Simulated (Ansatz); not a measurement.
The calculation's input:

```
crystal:
  periodic: [false, false, false]
  atoms:
    - {symbol: Si, position_ang: [-0.897489, -0.250264, -1.051979]}
    - {symbol: S, position_ang: [0.998979, 0.659854, 2.045673]}
    - {symbol: H, position_ang: [-1.622501, -0.639550, -2.291281]}
    - {symbol: H, position_ang: [-1.480636, 1.006480, -0.522889]}
    - {symbol: H, position_ang: [-1.033433, -1.339917, -0.053804]}
    - {symbol: H, position_ang: [1.963112, 1.177894, 1.270012]}
    - {symbol: H, position_ang: [0.535488, -0.046557, -1.383512]}
    - {symbol: H, position_ang: [1.536580, -0.567840, 1.987780]}
basis:
  gaussian: {orbitals: def2-TZVPP}
hamiltonian: {xc: pbe0, dispersion: d4}
output: {orbitals: {seedname: orbitals}}
```

Run with:

```sh
ansatz run in.yaml --threads 2 --pin off --events-out ev --progress --plain --max-ram 4352MiB
```

The product side of a reaction path; geometry: PBE0-D4/def2-TZVP.

The calculation used RKS PBE0-D4/def2-TZVPP (Ansatz).

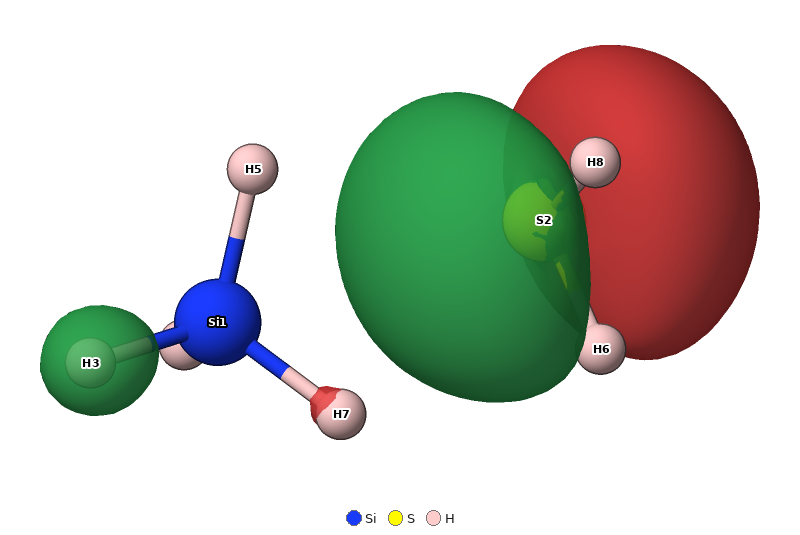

SiH₄···H₂S. The HOMO at ±0.08 Å⁻³ᐟ² (green and red are the two phases), seen at an oblique angle.

### What is the character of this orbital?

By Hirshfeld shares it lies mainly on S2 (about 85 %); largely a lone pair of S2. Its energy is −7.59 eV.
